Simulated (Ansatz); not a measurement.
## Fields on a plane of Ag (fcc, Cu type)

```xyz
1
Lattice="0.0000 2.0272 2.0272 2.0272 0.0000 2.0272 2.0272 2.0272 0.0000" Properties=species:S:1:pos:R:3 pbc="T T T"
Ag     0.0000     0.0000     0.0000
```

The slice is a {100} plane (indices of the conventional cell) through the point (0.000, 0.000, 0.000) (fractional), spanned by u = [100] and v = [0 1 -1] in vectors of this cell: u (2.87 Å) and v (2.87 Å, at 90° to u). It covers one period; positions are fractions (u, v).

Atoms on it: Ag at (0.00, 0.00).

Calculation: PBEsol (plane waves to 420 eV, PAW, scalar-relativistic; Ansatz, a first-principles code). k mesh 20×20×20. Inside the PAW spheres the values are not all-electron values, and peaks at nuclei hang on which shells count as valence. Ag was relaxed with its symmetry unable to fall.

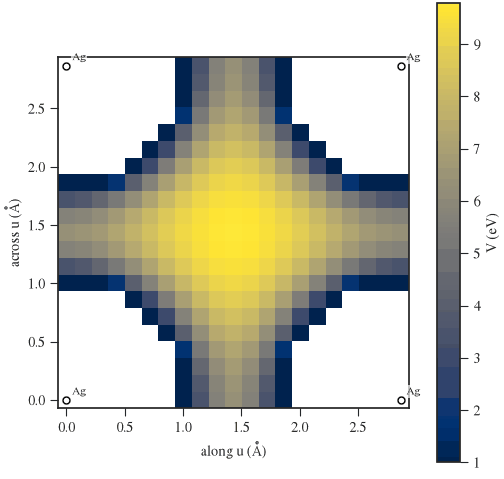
Fig. 1. Electrostatic potential energy of an electron, from the cell's mean, in eV, one period of the plane, atoms marked. Points within 1 Å of a nucleus are left white, as the pseudised field means little there. Values under 1 eV are set to 1. The zero, the cell's mean, hangs on the PAW cores.

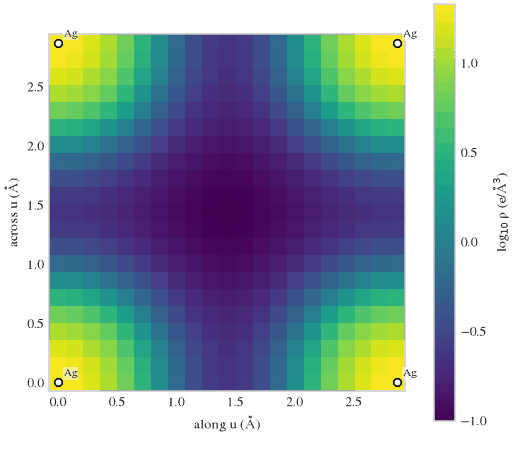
*Log₁₀ of the valence density in e/Å³, one period of the plane, atoms marked. The scale is logarithmic, as a density can span decades between atoms and voids.*

| Item | Result |
|---|---|
| Density on the Ag–Ag line (2.87 Å) at its midpoint | 0.23 e/Å³ |
| ELF at that point | 0.17 |
